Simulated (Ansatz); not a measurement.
# Breaking a bond in BrCl (bromine chloride)

BrCl: 2 atoms, total charge 0, spin state singlet. As SMILES, `ClBr`. Geometry: the measured bond length.

```xyz
2

Cl    0.0000    0.0000    0.0000
Br    0.0000    0.0000    2.1361
```

The Cl1–Br2 distance is scanned; the parts on either side stay rigid. Basis STO-3G, 14 core orbitals frozen in the correlated methods; program Ansatz 0.2.0. FCI is exact within this basis and core. Energies in eV from each method's value at 2.136 Å; methods without a U are spin-restricted. The shape above is that at 2.136 Å.

```
distance (Å)    HF   PBE  r2SCAN  PBE0  B3LYP  BHLYP   MP2   FCI
       2.136  0.00  0.00    0.00  0.00   0.00   0.00  0.00  0.00
       2.670  1.85  0.97    1.06  1.29   1.06   1.44  1.34  0.85
       3.204  4.38  2.61    2.78  3.19   2.86   3.55  3.00  1.78
       4.272  6.58  3.86    4.07  4.68   4.30   5.30  2.87  1.97
       5.340  7.12  3.98    4.19  4.91   4.50   5.63  1.30  1.98
```

Departure from the FCI curve at its largest: HF +5.14 eV at 5.34 Å; PBE +2.01 eV at 5.34 Å; r2SCAN +2.21 eV at 5.34 Å; PBE0 +2.93 eV at 5.34 Å; B3LYP +2.53 eV at 5.34 Å; BHLYP +3.66 eV at 5.34 Å; MP2 +1.22 eV at 3.20 Å. The curve of MP2 turns over, which the reference doesn't. Restricted functionals keep the electrons paired too, and rise too high. Restricted Hartree–Fock keeps the electrons paired, so it rises far too high as the bond breaks.

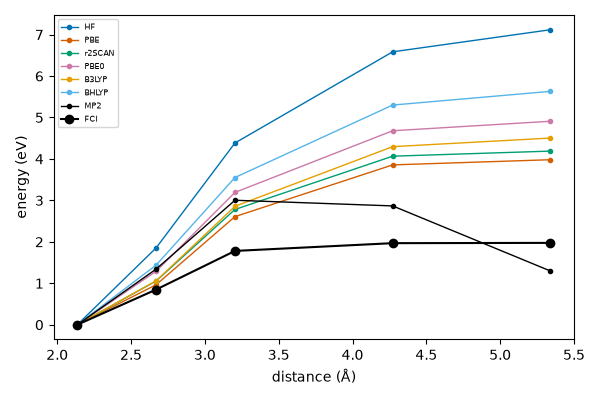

The curves of the table.
